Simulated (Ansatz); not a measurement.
# CH4Si (SMILES C=[SiH2]) at 6 levels

Wanted: a comparison of 6 runs (BLYP/STO-3G, HSE06/STO-3G, r2SCAN0/STO-3G, BCCD(T)/STO-3G, UCCSD(T)/STO-3G, FCI/STO-3G) of CH4Si. 

The calculation is run with Ansatz 0.2.0.

43 further runs of the same task are left out: 43 set aside as unsound or not needed.

### 1 Starting point

The species is CH4Si (6 atoms), meant as a singlet with charge 0. As SMILES, `C=[SiH2]`. The H6–Si2 distance was set to 2.187 Å, away from the relaxed value. At this shape a bond of the SMILES string is far longer than usual.

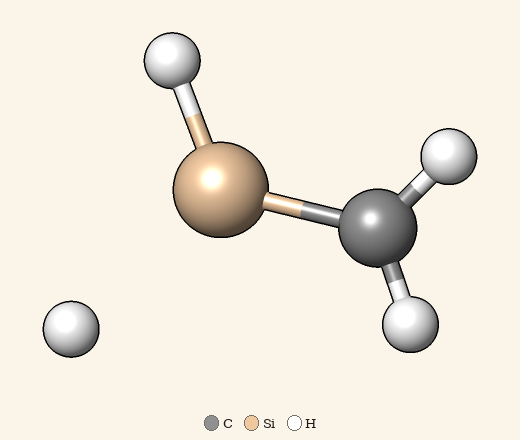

The structure, seen from a chosen angle (carbon grey, silicon light orange, hydrogen white).

### 2 The energy at BLYP/STO-3G (run 1)

File run.yaml:

```yaml
basis:
  gaussian:
    orbitals: STO-3G
crystal:
  periodic: [false, false, false]
  atoms:
    - symbol: C
      position_ang: [-1.205966, -0.863364, 0.196656]
    - symbol: Si
      position_ang: [0.143994, 0.135556, 0.680016]
    - symbol: H
      position_ang: [-1.875786, -1.312814, 0.909886]
    - symbol: H
      position_ang: [-1.430196, -1.074364, -0.834984]
    - symbol: H
      position_ang: [0.485704, 0.449766, 2.062506]
    - symbol: H
      position_ang: [1.545870, 1.084200, -0.705300]
magnetization:
  spin_polarized: false
  initial_magnetization: 0
hamiltonian:
  xc: {name: BLYP}
accuracy: high
```

Run with:

```console
$ ansatz run run.yaml --threads 1 --pin off --max-ram 2610MiB --events-out events.jsonl --progress --plain --runs-dir runs
```

What it wrote:

```text
Warning: RAYON_NUM_THREADS=1 ignored (pool sized by the plan → 1); use --threads N
Functional definition: BLYP
  name "BLYP"
  parameter beta = 0.0042
  parameter a = 0.04918
  parameter b = 0.132
  parameter c = 0.2533
  parameter d = 0.349
  exchange = b88_x(beta = beta)
  correlation = lyp_c(a = a, b = b, c = c, d = d)
310 factors; integrals over basis functions are off by at most 6.0e-9 eV
mean field evaluation 1: about -8863.6214 eV, gradient 3.5e1 eV
mean field evaluation 2: about -8841.0362 eV, gradient 7.2e1 eV
mean field evaluation 4: about -8868.5218 eV, gradient 6.0e0 eV
mean field evaluation 8: about -8868.6274 eV, gradient 1.6e-1 eV
mean field evaluation 16: about -8868.6276 eV, gradient 6.6e-7 eV
mean field -8868.62759247 eV, -325.9160526516 hartree, gradient 5.8e-9 eV, S^2 0.000000; 0 other end points of the search recorded, 0 dependent functions left out
reference -8868.62763206 eV, -325.9160541065 hartree; 12, 12 occupied and 6, 6 virtual orbitals, 310 factors
Total energy: -8868.62763206 eV, -325.9160541065 hartree
```

It took 1.1 s on 1 thread of Arm Neoverse V1, shared host; peak memory 0.093 GiB.

### 3 A single-point energy at HSE06/STO-3G (run 2)

File molecule.yaml:

```yaml
crystal:
  periodic: [false, false, false]
  atoms:
    - {symbol: C, position_ang: [-1.205966, -0.863364, 0.196656]}
    - {symbol: Si, position_ang: [0.143994, 0.135556, 0.680016]}
    - {symbol: H, position_ang: [-1.875786, -1.312814, 0.909886]}
    - {symbol: H, position_ang: [-1.430196, -1.074364, -0.834984]}
    - {symbol: H, position_ang: [0.485704, 0.449766, 2.062506]}
    - {symbol: H, position_ang: [1.545870, 1.084200, -0.705300]}
basis:
  gaussian:
    orbitals: STO-3G
hamiltonian:
  xc: {name: HSE06}
accuracy: high
```

Run with:

```console
$ ansatz run molecule.yaml --threads 1 --pin off --max-ram 2610MiB --events-out events.jsonl --progress --plain --runs-dir runs
```

What it wrote:

```text
Warning: RAYON_NUM_THREADS=1 ignored (pool sized by the plan → 1); use --threads N
Functional definition: HSE06
  name "HSE06"
  parameter a = 0.25
  parameter omega = 0.11/bohr
  exchange = pbe_x - a*pbe_x_sr(omega) + a*exact_x_sr(omega)
  correlation = pbe_c
310 factors; integrals over basis functions are off by at most 6.0e-9 eV
62 factors; integrals over basis functions are off by at most 6.1e-10 eV
mean field evaluation 1: about -8861.6579 eV, gradient 2.9e1 eV
mean field evaluation 2: about -8849.0477 eV, gradient 6.0e1 eV
mean field evaluation 4: about -8865.0454 eV, gradient 2.4e0 eV
mean field evaluation 8: about -8865.0054 eV, gradient 4.7e-2 eV
mean field evaluation 16: about -8865.0054 eV, gradient 1.9e-6 eV
mean field -8865.00539981 eV, -325.7829395267 hartree, gradient 6.6e-8 eV, S^2 0.000000; 0 other end points of the search recorded, 0 dependent functions left out
reference -8865.00540186 eV, -325.7829396019 hartree; 12, 12 occupied and 6, 6 virtual orbitals, 310 factors
Total energy: -8865.00540186 eV, -325.7829396019 hartree
```

Wall time 1.3 s (1 thread of Arm Neoverse V1, shared host); peak memory 0.094 GiB.

Runs 3 to 5 aren't shown in full; the table further down has their settings and results.

### 4 A single-point energy at FCI/STO-3G (run 6)

File run.yaml:

```yaml
basis:
  gaussian: {orbitals: STO-3G}
crystal:
  periodic: [false, false, false]
  atoms:
    - {symbol: C, position_ang: [-1.205966, -0.863364, 0.196656]}
    - {symbol: Si, position_ang: [0.143994, 0.135556, 0.680016]}
    - {symbol: H, position_ang: [-1.875786, -1.312814, 0.909886]}
    - {symbol: H, position_ang: [-1.430196, -1.074364, -0.834984]}
    - {symbol: H, position_ang: [0.485704, 0.449766, 2.062506]}
    - {symbol: H, position_ang: [1.545870, 1.084200, -0.705300]}
correlation: {method: fci, frozen_orbitals: {C: 1, H: 0, Si: 5}}
accuracy: high
```

Run with:

```console
$ ansatz run run.yaml --threads 1 --pin off --max-ram 2610MiB --events-out events.jsonl --progress --plain --runs-dir runs
```

What it wrote, cut to the lines that bear on the results:

```text
Warning: RAYON_NUM_THREADS=1 ignored (pool sized by the plan → 1); use --threads N
Functional definition: HF
  name "HF"
[...]
310 factors; integrals over basis functions are off by at most 6.0e-9 eV
[...]
mean field -8845.60499613 eV, -325.0699878415 hartree, gradient 6.6e-8 eV, S^2 0.000000; 1 other end points of the search recorded, 0 dependent functions left out; unrestricted orbitals would lower it
unrestricted determinant -8846.95601144 eV, -325.1196367383 hartree, S^2 1.2411
6 core orbitals not correlated: weight in the atoms' cores, before any rotation towards them, 1.000 or more for the frozen orbitals, at most 0.000 for the correlated occupied ones
reference -8845.60499613 eV, -325.0699878415 hartree; 6, 6 occupied and 6, 6 virtual orbitals, 310 factors
state -8851.22190844 eV, -325.2764055614 hartree
Total energy: -8851.22190844 eV, -325.2764055614 hartree
```

Run time: 4.5 s. Hardware: 1 thread of Arm Neoverse V1, shared host; peak memory 0.13 GiB.

### 5 Overview of the runs

| run | level | frozen core orbitals | energy (Eh) | wall time |
| --- | --- | --- | --- | --- |
| 1 | BLYP/STO-3G | – | -325.916054 | 1.1 s |
| 2 | HSE06/STO-3G | – | -325.782940 | 1.3 s |
| 3 | r2SCAN0/STO-3G | – | -325.907063 | 2.5 s |
| 4 | BCCD(T)/STO-3G | 6 | -325.275372 | 0.2 s |
| 5 | UCCSD(T)/STO-3G | 6 | -325.269973 | 0.38 s |
| 6 | FCI/STO-3G | 6 | -325.276406 | 4.5 s |

### 6 Outcome

| quantity | value |
| --- | --- |
| run 6: total energy | -325.27641 Eh |
| run 6: correlation energy (6 core orbitals frozen) | -206.4 mEh |

What this shows: Against full CI in this basis: BCCD(T) +1.0 mEh; UCCSD(T) +6.4 mEh. Totals of different functionals can't be ranked against each other. In run 4 the log says that unrestricted orbitals would lower the reference, so the values rest on an unstable closed-shell determinant (other closed-shell runs at this shape may share the fault). In runs 1, 2, 3, 4, 5, 6 the basis is minimal, so the values are rough. Spin contamination of the reference: run 5 ⟨S²⟩ = 1.24. Where it is this large, the reference is a mixture of spin states, and values that rest on it are in doubt. All runs together took 10 s, the longest 4.5 s.
